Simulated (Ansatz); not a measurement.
# KPt: fixed spin moment, part 3 of 3

Aim: map the energy of KPt against its total spin moment, held by a constraint, beside free and non-magnetic runs and runs in a field. Methods of the runs shown: PAW.

Ansatz 0.2.0; DFT LDA; a Materials Project cell. Earlier steps stand in the parts before.

## (10) Total moment held at 1.2 μB, PAW

The input, input.yaml:

```yaml
crystal:
  lattice:
    - [3.0008472788, 0.0, 0.0]
    - [-1.5004236394, 2.5988099763, 0.0]
    - [0.0, 0.0, 5.345578]
  atoms:
    - { symbol: K, position: [0.0, 0.0, 0.5] }
    - { symbol: Pt, position: [0.6666666667, 0.3333333333, 0.0], spin: 1.2 }
magnetization:
  spin_polarized: true
  initial_magnetization: 1.2
  spin_locking: { lock_magnetization: hard }
kpoints:
  mp_grid: { grid: [11, 11, 6] }
scf:
  occupations: { method: fermi_dirac, width: 0.08 }
  lower_state_search: "off"
hamiltonian:
  xc: lda
  pseudopotentials: { kind: paw }
output:
  forces: true
  stress: true
  eigenvalues: true
  write_density: true
  write_potential: true
  elf: true
  volumetric_format: npy
```

Command:

```
$ ansatz run input.yaml --threads 1 --pin off --max-ram 3072MiB --backend cpu --events-out ev --progress --plain --runs-dir out
```

Standard output:

```text
Warning: output.stress: scf.convergence.dr2_threshold = 1e-7 eV (the SCF's general default) is looser than the 2e-10 eV advised for a printed stress (1e-10 eV for each atom of the cell: 2). What an SCF threshold leaves in a stress goes as its square root, and in the free energy as the threshold itself, and one threshold admits the most on a small cell: of the crystals measured, under no hybrid functional and no lock of the moments, on runs that ended without the residual-converged pass, on stresses that held no estimate of that error, the worst erred by over 100 MPa in a component at 1e-7 eV an atom and by under 5 at 1e-10. Set scf.convergence.dr2_threshold to 2e-10 eV or tighter. The threshold is an SCF's pass mark: one that does not reach it within its budget of iterations ends unconverged, or closes short of it on a stop that the run arms, and scf.convergence.dr2_threshold's page says what that costs each kind of run
Engine: ansatz 0.2.0
Pseudopotentials: kind: paw
Pseudopotential: K, paw, valence charge 9, recommended cutoff 420 eV (normal)
Pseudopotential: Pt, paw, valence charge 18, recommended cutoff 420 eV (normal)
Functional definition: SPW92
  exchange = slater_x
  correlation = pw_c
Crystal: 2 atoms, lattice volume = 41.688 Å³
Basis set: ecut = 420 eV, 785 PW (Γ)
Bands: 19, of which v1, the nominal top of the filled ones, is band 14 counted from 1 (13 counted from 0)
Symmetry: 12 space group operations
Space group: P-6m2 (ITA 187), of the structure as read, at distance tolerance 3.5e-5 Å
Magnetic group: BNS 187.209 (UNI 1439), of the structure as read, at distance tolerance 3.5e-5 Å
k-points: 64 of 726 (time reversal used)
Non-local potential: K, projectors of the file, l = 0: 3, l = 1: 2, l = 2: 2
Non-local potential: Pt, projectors of the file, l = 0: 3, l = 1: 2, l = 2: 2, l = 3: 1
PAW form: soft (Blöchl's): semilocal exchange-correlation on the pseudo side does not see the compensation charge
PAW frozen core: K, regenerated for the run's functional, and the local potential with it (the file was generated under x = pbe(κ = 0.804, μ = 0.2195149727645171), c = pbe(β = 0.06672455060314922))
PAW frozen core: Pt, regenerated for the run's functional, and the local potential with it (the file was generated under x = pbe(κ = 0.804, μ = 0.2195149727645171), c = pbe(β = 0.06672455060314922))
PAW one-centre angular grid: K, 110 points (default); XC on 64 Gauss nodes
PAW one-centre angular grid: Pt, 590 points (default); XC on 64 Gauss nodes
Initial density: superposition of atomic densities (chi_scale 0.1, normalization cell, long waves kept (reshape's long-wave potential 0.01 eV rms))
Starting moments: Σ|m| = 1.2 μB on 1 of 2 sites
Initial wavefunctions: pseudopotential atomic-orbital guess
Functional: x = slater, c = lda
SCF iter   1: F=—  HF=-13749.043791 eV  |F-HF|=—  |Δ(HF+E_count)|=         —  Δρ=1.61e-1 (↑1.61e-1 ↓1.30e-1)  dr2=1.06e2  dr2_m=1.93e-1  M=1.200 μB ∫|m|=1.200 μB  β_m=0.30  ethr=3.10e-3  ⟨swp⟩=7.3  Hψ=13939  notcnv=0
preconditioner: auto → Kerker (q_TF=auto, 2.538 Å⁻¹)  [metal: Δε(μ)=0.008 eV  Ē_g=10.415 eV  σ=0.080 eV  W_gap=0.02  n_scr=10 (ndim 8)  ℏωp=23.7 eV  f_vac=0.000  D(μ)=3.54/eV (n_scr^D=36)]
spin=Collinear: Kerker preconditioning applied to the charge; magnetization (m = ρ↑ − ρ↓) channel mixes plain (no charge-response kernel on spin).
SCF iter   2: F=—  HF=-13740.448804 eV  |F-HF|=—  |Δ(HF+E_count)|=    8.59e0  Δρ=3.41e-2 (↑3.41e-2 ↓2.87e-2)  dr2=3.86e0  dr2_m=1.17e-1  M=1.200 μB ∫|m|=1.200 μB  β_m=0.33  ethr=3.10e-3  ⟨swp⟩=3.0  Hψ=6072  notcnv=0  defer=1
SCF iter   3: F=—  HF=-13740.080707 eV  |F-HF|=—  |Δ(HF+E_count)|=   3.68e-1  Δρ=2.08e-2 (↑1.56e-2 ↓2.08e-2)  dr2=1.17e0  dr2_m=5.14e-2  M=1.200 μB ∫|m|=1.200 μB  β_m=0.64  ethr=3.10e-3  ⟨swp⟩=2.1  Hψ=3903  notcnv=0  defer=18
SCF iter   4: F=—  HF=-13739.869034 eV  |F-HF|=—  |Δ(HF+E_count)|=   2.12e-1  Δρ=7.00e-3 (↑7.00e-3 ↓6.91e-3)  dr2=5.56e-2  dr2_m=4.01e-3  M=1.200 μB ∫|m|=1.200 μB  β_m=0.75  ethr=3.10e-3  ⟨swp⟩=3.0  Hψ=4351  notcnv=0  defer=28
SCF iter   5: F=—  HF=-13739.861429 eV  |F-HF|=—  |Δ(HF+E_count)|=   7.61e-3  Δρ=1.55e-3 (↑1.16e-3 ↓1.55e-3)  dr2=9.57e-3  dr2_m=1.12e-4  M=1.200 μB ∫|m|=1.200 μB  β_m=0.80  ethr=2.06e-4  ⟨swp⟩=2.7  Hψ=4626  notcnv=0  defer=60
SCF iter   6: F=—  HF=-13739.860311 eV  |F-HF|=—  |Δ(HF+E_count)|=   1.12e-3  Δρ=9.89e-4 (↑6.89e-4 ↓9.89e-4)  dr2=5.99e-3  dr2_m=1.49e-5  M=1.200 μB ∫|m|=1.200 μB  β_m=0.90  ethr=3.54e-5  ⟨swp⟩=1.0  Hψ=2381  notcnv=0  defer=60
SCF iter   7: F=—  HF=-13739.859444 eV  |F-HF|=—  |Δ(HF+E_count)|=   8.67e-4  Δρ=5.92e-4 (↑5.14e-4 ↓5.92e-4)  dr2=2.26e-3  dr2_m=4.30e-6  M=1.200 μB ∫|m|=1.200 μB  β_m=0.95  ethr=2.22e-5  ⟨swp⟩=1.0  Hψ=2372  notcnv=0  defer=60
SCF iter   8: F=—  HF=-13739.859124 eV  |F-HF|=—  |Δ(HF+E_count)|=   3.20e-4  Δρ=3.53e-4 (↑3.15e-4 ↓3.53e-4)  dr2=8.56e-4  dr2_m=1.27e-6  M=1.200 μB ∫|m|=1.200 μB  β_m=0.97  ethr=8.35e-6  ⟨swp⟩=1.0  Hψ=2371  notcnv=0  defer=60
SCF iter   9: F=—  HF=-13739.858938 eV  |F-HF|=—  |Δ(HF+E_count)|=   1.86e-4  Δρ=9.48e-5 (↑8.58e-5 ↓9.48e-5)  dr2=6.17e-5  dr2_m=5.89e-8  M=1.200 μB ∫|m|=1.200 μB  β_m=0.99  ethr=3.17e-6  ⟨swp⟩=1.3  Hψ=2429  notcnv=0  defer=60
SCF iter  10: F=—  HF=-13739.858922 eV  |F-HF|=—  |Δ(HF+E_count)|=   1.59e-5  Δρ=7.28e-6 (↑7.28e-6 ↓6.65e-6)  dr2=5.38e-8  dr2_m=2.22e-9  M=1.200 μB ∫|m|=1.200 μB  β_m=0.99  ethr=3.70e-10  ⟨swp⟩=10.4  Hψ=18632  notcnv=0
SCF iter  11: F=-13739.858922 eV  HF=-13739.858922 eV  |F-HF|=8.80e-10  |Δ(HF+E_count)|=   4.89e-9  Δρ=1.73e-6 (↑1.32e-6 ↓1.73e-6)  dr2=2.95e-9  dr2_m=1.02e-10  M=1.200 μB ∫|m|=1.200 μB  ethr=1.99e-10  ⟨swp⟩=4.8  Hψ=12120  notcnv=0
SCF 1 converged in 11 iterations: F = -13739.858922 eV  dr2 = 2.95e-9
SCF converged after 11 iterations
Stability checked in part: among states of this total moment the steps that led to this state did not find it unstable. No probe was made; neither looks for a lower state of another moment (fixed_total_moment; see scf.lower_state_search)
Magnetization: 1.2000 μB (14.1000 up, 12.9000 down)
Absolute magnetization: 1.2000 μB (∫|ρ↑−ρ↓|, with the PAW one-centre terms)
Spin contamination: 0.0005 ħ² per cell (⟨S²⟩ above its minimum at these occupations)
Per-site moments (μB) at R_I (Å): [(0.0736924018273217, 1.2378495025006646), (0.8798231140129162, 1.2378495025006646)]
Free energy (F): -13739.858922 eV
Harris-Foulkes:  -13739.858922 eV  (|F-HF|=8.80e-10)
Internal energy: -13739.813852 eV  (E = F + TS)
E sigma→0 (E₀):  -13739.836387 eV
Entropy (-TS):   -0.045070 eV (-22.535 meV/atom)
Fermi energy:    12.841514 (↑ 14.227360, ↓ 11.455667) eV
--- Per-component energies (eV) ---
  E_band       = -347.821101
  E_kinetic    = 892.377367
  E_local      = -2723.450529  (includes V_loc(G=0)·N_el)
  E_nonlocal   = 224.115526
  E_hartree    = 1025.800958
  E_xc         = -392.707218
  E_vxc        = -465.413079  (∫ρ·V_xc dr)
  E_paw        = -9921.131127  (= ΣΔE_a)
  E_vpaw       = -327.053710  (= ΣTr[D̂ρ^β])
  E_aug_tail   = 0.000164  (compensation charges beyond the density's cutoff)
  E_ewald      = -2845.540363
  E_core_change = 0.721369  (= ΣΔE_core)
  E_smearing   = -0.045070  (= −TS)
  E_closure    = 0.000000  (closes the sum)
  Σ components = -13739.858922   (vs F -13739.858922, Δ=0.00e0)
--- Forces (eV/Å), atoms counted from 1 ---
  atom   1  K     -0.00000000    -0.00000000     0.00000000
  atom   2  Pt    -0.00000000    -0.00000000     0.00000000
  max |Σ_I F_I| component: 9.48e-17 eV/Å
--- Stress (GPa, compression-positive) ---
       -4.179069       0.000000       0.000000
       -0.000000      -4.179069       0.000000
        0.000000       0.000000       0.591687
  P = ⅓ Tr σ = -2.5888 GPa (-25.888 kbar)
--- Band table (eV; the first three rows and the last of 128) ---
  k-point 0 ↑: bands = ["-85.6630", "-39.8163", "-39.8163", "-39.5905", "-18.8000", "-2.3469", "-1.2897", "-1.2897", "5.8484", "9.0775", "9.6577", "9.6577", "11.1733", "11.1733", "14.2886", "14.6780", "18.6782", "18.6782", "21.9344"]
  k-point 1 ↑: bands = ["-85.6630", "-39.8163", "-39.8163", "-39.5905", "-18.7992", "-2.3757", "-1.2898", "-1.2898", "5.9797", "9.1928", "9.6545", "9.6545", "11.1731", "11.1731", "13.2965", "15.2598", "18.7106", "18.7106", "21.9373"]
  k-point 2 ↑: bands = ["-85.6630", "-39.8163", "-39.8163", "-39.5905", "-18.7975", "-2.4322", "-1.2899", "-1.2899", "6.2483", "9.5609", "9.6482", "9.6482", "11.1727", "11.1727", "12.0299", "15.5836", "18.7793", "18.7793", "21.9343"]
  k-point 63 ↓: bands = ["-85.2537", "-39.3846", "-39.3571", "-39.2335", "-18.1776", "-3.0719", "-2.6302", "-1.6914", "9.6843", "9.7667", "10.2663", "10.3251", "10.5069", "15.0145", "16.0047", "16.4380", "17.7206", "18.8738", "20.6166"]
```

Wall time 18 s (1 thread of Arm Neoverse V1, shared host); peak memory 0.37 GiB.

Result: total moment 1.20 μB; site moments K1 0.07, Pt2 0.88 μB; pressure -2.59 GPa; no gap.

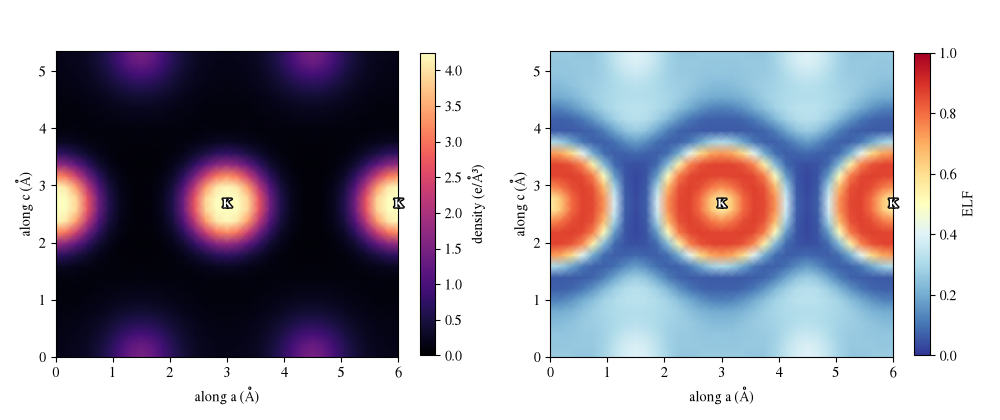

Density (left) and ELF (right) in a lattice plane of the grid's cell (edges 3.00 and 5.35 Å, at 0.000 of the third edge), which holds K. Only atoms in the plane are labelled. Both are smooth fields of the valence electrons: close to the nuclei they are not physical.

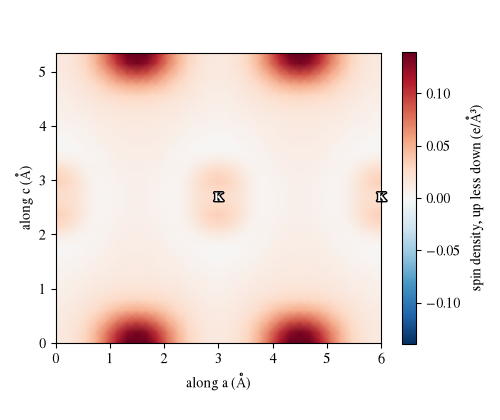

Spin density in a lattice plane of the grid's cell (edges 3.00 and 5.35 Å, at 0.000 of the third edge), which holds K.

## (11) Field of 300 T on the spins, PAW

The input, input.yaml:

```yaml
crystal:
  lattice:
    - [3.0008472788, 0.0, 0.0]
    - [-1.5004236394, 2.5988099763, 0.0]
    - [0.0, 0.0, 5.345578]
  atoms:
    - { symbol: K, position: [0.0, 0.0, 0.5] }
    - { symbol: Pt, position: [0.6666666667, 0.3333333333, 0.0], spin: 0.05 }
magnetization:
  spin_polarized: true
  magnetic_field: 300
kpoints:
  mp_grid: { grid: [11, 11, 6] }
scf:
  occupations: { method: fermi_dirac, width: 0.08 }
  convergence: { dr2_threshold: 1.0e-10 }
  lower_state_search: "off"
hamiltonian:
  xc: lda
  pseudopotentials: { kind: paw }
output:
  forces: true
  stress: true
  eigenvalues: true
```

Command:

```
$ ansatz run input.yaml --threads 1 --pin off --max-ram 3072MiB --backend cpu --events-out ev --progress --plain --runs-dir out
```

Standard output (excerpt; [...] marks lines left out):

```text
[...]
[... 4 set-up lines as earlier in the session ...]
[...]
Crystal: 2 atoms, lattice volume = 41.688 Å³
Basis set: ecut = 420 eV, 785 PW (Γ)
Bands: 18, of which v1, the nominal top of the filled ones, is band 14 counted from 1 (13 counted from 0)
[...]
--- Stress (GPa, compression-positive) ---
       -7.667680       0.000000       0.000000
        0.000000      -7.667680       0.000000
        0.000000       0.000000      -5.900285
  P = ⅓ Tr σ = -7.0785 GPa (-70.785 kbar)
--- Band table (eV; the first three rows and the last of 128) ---
  k-point 0 ↑: bands = ["-84.9279", "-38.9950", "-38.9950", "-38.9656", "-19.1381", "-2.6158", "-1.6424", "-1.6424", "6.3208", "9.4628", "10.4418", "10.4418", "11.8275", "11.8275", "14.4406", "14.5528", "18.3908", "18.3908"]
[...]
```

Wall time 15 s (1 thread of Arm Neoverse V1, shared host); peak memory 0.36 GiB.

Read from it: total moment 0.01 μB; site moments K1 0.00, Pt2 0.01 μB; pressure -7.08 GPa; no gap.

## (12) Field of 600 T on the spins, PAW

Edit input.yaml of step 11 so:

```diff
@@ -10,3 +10,3 @@
   spin_polarized: true
-  magnetic_field: 300
+  magnetic_field: 600
 kpoints:
```

Command:

```
$ ansatz run input.yaml --threads 1 --pin off --max-ram 3072MiB --backend cpu --events-out ev --progress --plain --runs-dir out
```

Standard output (excerpt; [...] marks lines left out):

```text
[...]
[... 4 set-up lines as earlier in the session ...]
[...]
Crystal: 2 atoms, lattice volume = 41.688 Å³
Basis set: ecut = 420 eV, 785 PW (Γ)
Bands: 18, of which v1, the nominal top of the filled ones, is band 14 counted from 1 (13 counted from 0)
[...]
--- Stress (GPa, compression-positive) ---
       -7.667018       0.000000       0.000000
        0.000000      -7.667018       0.000000
        0.000000       0.000000      -5.905675
  P = ⅓ Tr σ = -7.0799 GPa (-70.799 kbar)
--- Band table (eV; the first three rows and the last of 128) ---
  k-point 0 ↑: bands = ["-84.9473", "-39.0153", "-39.0153", "-38.9843", "-19.1558", "-2.6336", "-1.6601", "-1.6601", "6.3019", "9.4438", "10.4213", "10.4213", "11.8083", "11.8083", "14.4223", "14.5343", "18.3728", "18.3728"]
[...]
```

It took 13 s on 1 thread of Arm Neoverse V1, shared host; peak memory 0.36 GiB.

In short: total moment 0.02 μB; site moments K1 0.00, Pt2 0.02 μB; pressure -7.08 GPa; no gap.

## (13) Side by side

The reference is each method's run without spin polarisation. Energies of runs in a field hold the field's term.

| run | method | energy from the method's reference (meV/atom) | total moment (μB) | largest site moment (μB) | cycles | time |
| --- | --- | --- | --- | --- | --- | --- |
| free moments from the typed start | PAW | 0.0 | 0.00 | 0.00 | 14 | 18 s |
| no spin polarisation | PAW | 0.0 | – | – | 6 | 5.2 s |
| total moment held at 0 μB | PAW | 0.0 | 0.00 | 0.00 | 11 | 6.5 s |
| total moment held at 0.05 μB | PAW | 1.0 | 0.05 | 0.04 | 11 | 16 s |
| total moment held at 0.15 μB | PAW | 9.7 | 0.15 | 0.11 | 11 | 13 s |
| total moment held at 0.3 μB | PAW | 35.9 | 0.30 | 0.23 | 11 | 16 s |
| total moment held at 0.5 μB | PAW | 83.6 | 0.50 | 0.40 | 11 | 16 s |
| total moment held at 0.8 μB | PAW | 205.0 | 0.80 | 0.61 | 11 | 16 s |
| total moment held at 1.2 μB | PAW | 458.9 | 1.20 | 0.88 | 11 | 18 s |
| field of 300 T on the spins | PAW | 0.0 | 0.01 | 0.01 | 16 | 15 s |
| field of 600 T on the spins | PAW | -0.2 | 0.02 | 0.02 | 15 | 13 s |

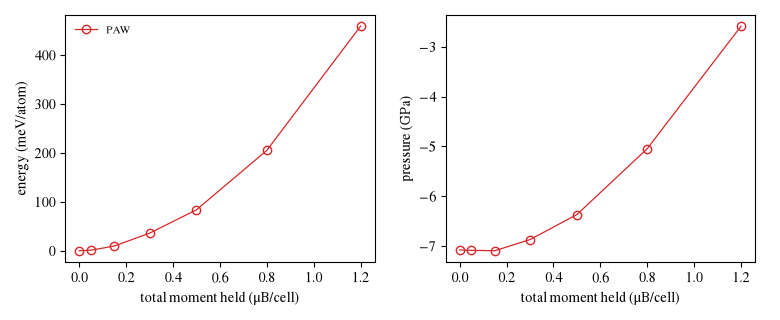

Energy and pressure against the moment held.

## (14) What came out

This closing draws on all 3 parts.

```
               quantity          value
      free moment (PAW)   0.00 μB/cell
gain by magnetism (PAW)   0.0 meV/atom
  moment in 300 T (PAW)  0.011 μB/cell
```

By PAW the moments die away or gain nothing: the crystal is non-magnetic at this level. Among the values held (PAW) the energy is lowest at 0.00 μB (-0.0 meV/atom) and highest at 1.20 μB (+458.9). A field of 300 T moves the moment from 0.000 to 0.011 μB a cell, 0.035 μB per 1000 T if taken as linear, which it needn't be. Spin fluctuations and temperature are left out. The magnetic state is the one reached from the start moments in this cell; it needn't be the ground state. Spin-orbit coupling is left out, though the cell holds Pt; in elements this heavy it can shift bands and gaps by tenths of an eV. The k mesh (11×11×6) wasn't tested for convergence.
